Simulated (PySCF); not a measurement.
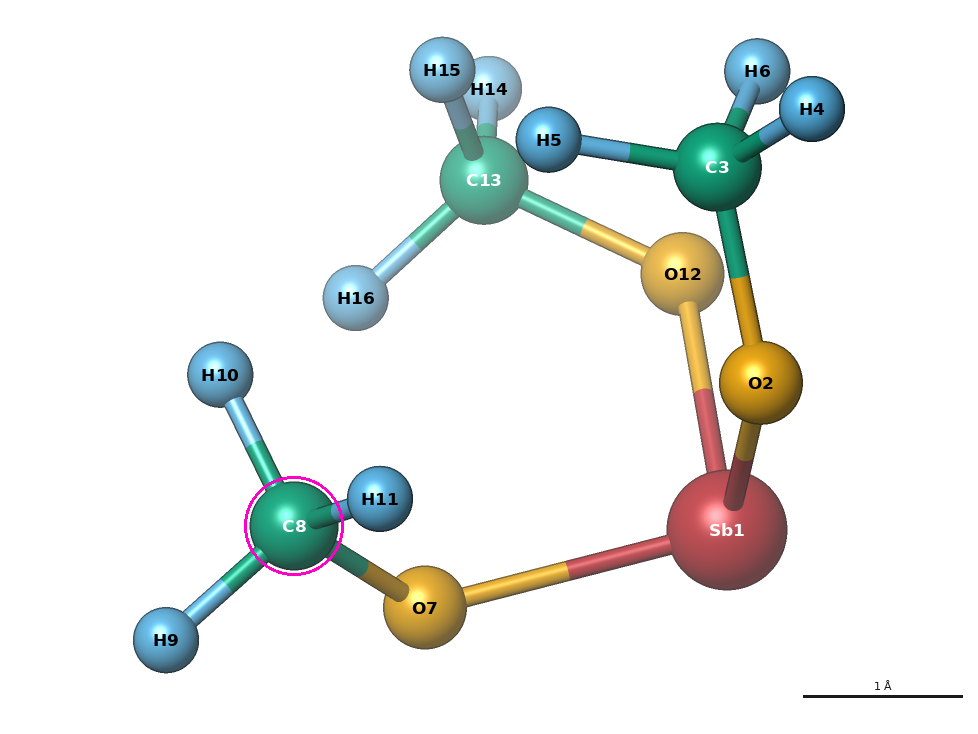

Orthographic view. Depth is shown by fading: the farther an atom, the more it takes the colour of the background. The computed structure is the end point of a PBE0-D3(BJ)/def2-SVP optimisation. No frequency run is at hand to confirm it as a minimum.

Which atoms are bonded to the circled atom?

Answer. The circled atom is C8; it is bonded to O7, H9, H10, H11.

What is the shortest path along bonds from the circled atom to H16?

Answer. C8–O7–Sb1–O12–C13–H16, 5 bonds; through space the two are 3.02 Å apart.

Of Sb1 and O2, which is nearer the viewer?

Answer. O2; the bond to Sb1 points away from the viewer, so it looks shorter than its 1.98 Å.

Which atom is farthest from the viewer?

Answer. H14, 2.8 Å behind the mean position.
